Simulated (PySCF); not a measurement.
Vertical excitations of a molecule C4H2BrCl from PySCF 2.14.0 with TDA-PBE/def2-SVPD, as energy in eV (oscillator strength): 4.24 (0.000), 4.66 (0.000), 4.83 (0.193), 5.19 (0.021), 5.25 (0.000), 5.54 (0.000), 5.61 (0.000), 5.75 (0.117), 5.75 (0.000), 6.03 (0.068). Lowest triplet (TDA): 3.03 eV. Geometry: ωB97X-D3(BJ)/def2-SVP. One conformer was computed; it need not be the lowest.

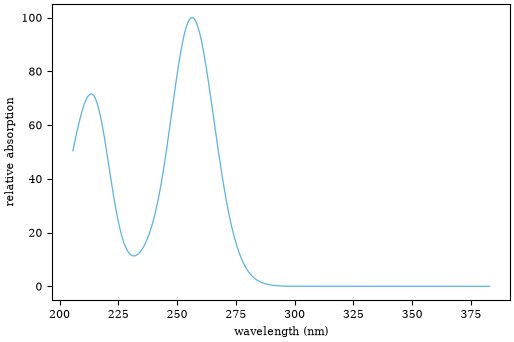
Fig. 1. The lines broadened by 0.4 eV.

### Question
Pick the molecule that these values belong to.
A) C#C/C(Br)=C\Cl
B) C#C/C=C(/Cl)Br
C) C#C/C(Cl)=C\Br

### Answer
A, C#C/C(Br)=C\Cl
